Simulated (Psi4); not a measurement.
# GaH2Cl (SMILES [H][Ga]([H])[Cl]) at CCSD(T)/6-31G(d) (spherical functions, sweep point 4)

What is the vertical electron affinity of GaH2Cl at CCSD(T)/6-31G* (spherical functions, sweep point 4)? 

The calculation is run with Psi4 1.11.

2 further runs of the same task are left out: 2 that didn't finish.

## Step 1: The structure to begin with

GaH2Cl has 4 atoms, charge 0, and is taken as a singlet. SMILES: `[H][Ga]([H])[Cl]`. The shape comes from GFN2-xTB, which is rough for such elements, and wasn't checked as a minimum.

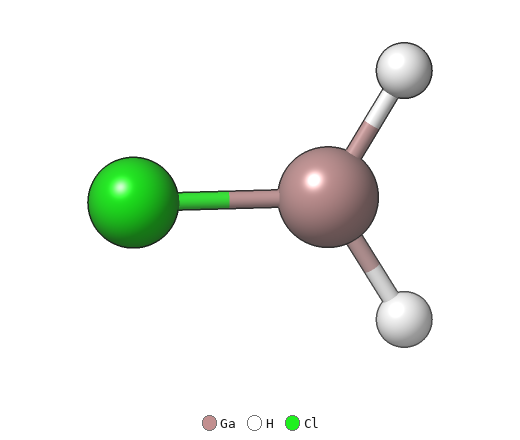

The structure, seen from a chosen angle (gallium pink, hydrogen white, chlorine green).

## Step 2: The energy at CCSD(T)/6-31G(d) (spherical functions, sweep point 4)

clgah2.inp reads:

```
memory 1600 mb

molecule {
  Ga     0.10935845     0.18267982    -0.00117163
  H      3.06519247     0.19500084     0.02286569
  H     -1.27605646     2.79363882    -0.03701973
  Cl    -1.89849445    -3.17131949     0.01532568
  units bohr
  symmetry c1
}

set puream true
set scf_type pk
set num_frozen_docc 14

E, wfn = energy("ccsd(t)/6-31G*", return_wfn=True)
```

Started as:

```sh
$ psi4 -i clgah2.inp -o clgah2.out -n 1
```

clgah2.out:

```text
[...]
  Running in c1 symmetry.
[...]
  Nuclear repulsion =  161.654819634505344
[...]
  Multiplicity = 1
[...]
  Nalpha       = 25
  Nbeta        = 25
[...]
    Number of basis functions: 54
[...]
   @RHF iter   1: -2382.18527798913010   -2.76060e+00   4.73550e-02 DIIS/ADIIS
[...]
   @RHF iter  11: -2383.64484962217330   -9.09495e-12   6.27117e-09 DIIS
[...]
    Orbital Energies [Eh]
    ---------------------
    Doubly Occupied:
       1A   -378.872275     2A   -104.803497     3A    -48.249840
       4A    -42.581560     5A    -42.578444     6A    -42.578151
       7A    -10.545489     8A     -8.013448     9A     -8.011260
      10A     -8.010883    11A     -6.460168    12A     -4.554696
      13A     -4.550472    14A     -4.547544    15A     -1.249786
      16A     -1.242058    17A     -1.238083    18A     -1.237761
      19A     -1.237737    20A     -1.075837    21A     -0.617127
      22A     -0.491081    23A     -0.489765    24A     -0.470770
      25A     -0.421362
[...]
  @RHF Final Energy: -2383.64484962217330
   => Energetics <=
    Nuclear Repulsion Energy =            161.6548196345053441
    One-Electron Energy =               -3642.3411500251554571
    Two-Electron Energy =                1097.0414807684769585
    Total Energy =                      -2383.6448496221732967
[...]
 Multipole Moments:
 ------------------------------------------------------------------------------------
     Multipole            Electronic (a.u.)      Nuclear  (a.u.)        Total (a.u.)
 ------------------------------------------------------------------------------------
 L = 1.  Multiply by 2.5417464519 to convert [e a0] to [Debye]
 Dipole X            :          0.4674099           -0.1631391            0.3042708
 Dipole Y            :          0.7807907           -0.2725206            0.5082701
 Dipole Z            :         -0.0047185            0.0019131           -0.0028054
 Magnitude           :                                                    0.5923910
[...]
      * MP2 total energy                      = -2384.008197302458029
[...]
      * CCSD total energy                     = -2384.014361510066919
[...]
      * CCSD(T) total energy                  = -2384.022495133282064
[...]
```

Run time: 5.7 s. Hardware: 1 thread of Intel Xeon Platinum 8488C (Sapphire Rapids), shared host; peak memory 0.22 GiB.

## Step 3: The doublet anion at the same level

input.dat reads:

```
memory 1.6 GB

molecule {
  -1 2
  Ga     0.10935845     0.18267982    -0.00117163
  H      3.06519247     0.19500084     0.02286569
  H     -1.27605646     2.79363882    -0.03701973
  Cl    -1.89849445    -3.17131949     0.01532568
  units bohr
  symmetry c1
}

set reference uhf
set puream true
set scf_type pk
set num_frozen_docc 14
set maxiter 150

result, w = energy('ccsd(t)/6-31G*', return_wfn=True)
print_variables()
```

Started as:

```sh
$ psi4 -n 1 input.dat output.dat
```

output.dat:

```text
[...]
  Running in c1 symmetry.
[...]
  Nuclear repulsion =  161.654819634505344
[...]
  Multiplicity = 2
[...]
  Nalpha       = 26
  Nbeta        = 25
[...]
    Number of basis functions: 54
[...]
   @UHF iter   1: -2381.96528833707998   -2.54061e+00   4.80996e-02 DIIS/ADIIS
[...]
   @UHF iter  15: -2383.62090198790656    4.54747e-13   2.70940e-09 DIIS
[...]
   @S^2 Observed:                7.635134368E-01
[...]
    Orbital Energies [Eh]
    ---------------------
    Alpha Occupied:
       1A   -378.627636     2A   -104.601762     3A    -48.004990
       4A    -42.336785     5A    -42.334094     6A    -42.333778
       7A    -10.344129     8A     -7.811871     9A     -7.811006
      10A     -7.809924    11A     -6.215540    12A     -4.308494
      13A     -4.307353    14A     -4.304284    15A     -1.007872
      16A     -0.996054    17A     -0.995445    18A     -0.991994
      19A     -0.990981    20A     -0.876181    21A     -0.415772
      22A     -0.289584    23A     -0.286579    24A     -0.285132
      25A     -0.206583    26A      0.010850
    Alpha Virtual:
[...]
  @UHF Final Energy: -2383.62090198790656
   => Energetics <=
    Nuclear Repulsion Energy =            161.6548196345053441
    One-Electron Energy =               -3653.6221381417572047
    Two-Electron Energy =                1108.3464165193458939
    Total Energy =                      -2383.6209019879061088
  UHF NO Occupations:
  HONO-2 :   24  A 1.9989702
  HONO-1 :   25  A 1.9946269
[...]
 Multipole Moments:
 ------------------------------------------------------------------------------------
     Multipole            Electronic (a.u.)      Nuclear  (a.u.)        Total (a.u.)
 ------------------------------------------------------------------------------------
 L = 1.  Multiply by 2.5417464519 to convert [e a0] to [Debye]
 Dipole X            :         -0.1206647           -0.1631391           -0.2838039
 Dipole Y            :         -0.2015290           -0.2725206           -0.4740495
 Dipole Z            :          0.0012063            0.0019131            0.0031193
 Magnitude           :                                                    0.5525191
[...]
      * MP2 total energy                      = -2383.992705316931733
[...]
      * CCSD total energy                     = -2384.000337234016570
[...]
      * CCSD(T) total energy                     = -2384.008716050681869
[...]
```

Wall time 11 s (1 thread of Intel Xeon Platinum 8488C (Sapphire Rapids), shared host); peak memory 0.23 GiB.

## Step 4: Results

At CCSD(T)/6-31G* (spherical functions, sweep point 4), 14 core orbitals frozen:

```
                                                                 quantity           value
                                             singlet GaH2Cl: total energy  -2384.02250 Eh
                      singlet GaH2Cl: HOMO energy (Hartree–Fock orbitals)       -11.47 eV
                      singlet GaH2Cl: LUMO energy (Hartree–Fock orbitals)         0.97 eV
                    singlet GaH2Cl: HOMO–LUMO gap (Hartree–Fock orbitals)        12.44 eV
             singlet GaH2Cl: correlation energy (14 core orbitals frozen)      -377.6 mEh
                                           singlet GaH2Cl: (T) correction       -8.13 mEh
                                            singlet GaH2Cl: T1 diagnostic           0.012
                                              doublet anion: total energy  -2384.00872 Eh
doublet anion: HOMO energy (Hartree–Fock orbitals) (highest over α and β)         0.30 eV
 doublet anion: LUMO energy (Hartree–Fock orbitals) (lowest over α and β)         7.05 eV
              doublet anion: correlation energy (14 core orbitals frozen)      -387.8 mEh
                                            doublet anion: (T) correction       -8.38 mEh
                         doublet anion: ⟨S²⟩ of the reference determinant           0.764
                                             doublet anion: T1 diagnostic           0.016
                        vertical electron affinity (to the doublet anion)       -0.375 eV
```

The anion lies 0.37 eV (36.2 kJ/mol) above the neutral: the electron isn't bound at this level, and such a value depends on the basis. Without diffuse functions anions come out too high. The triples (singlet GaH2Cl) make up 2.2 % of the correlation energy. The triples (doublet anion) make up 2.2 % of the correlation energy. The HOMO (doublet anion) lies at positive energy, 0.30 eV: the electron is unbound at this level or held by a compact basis; values depend on the basis.
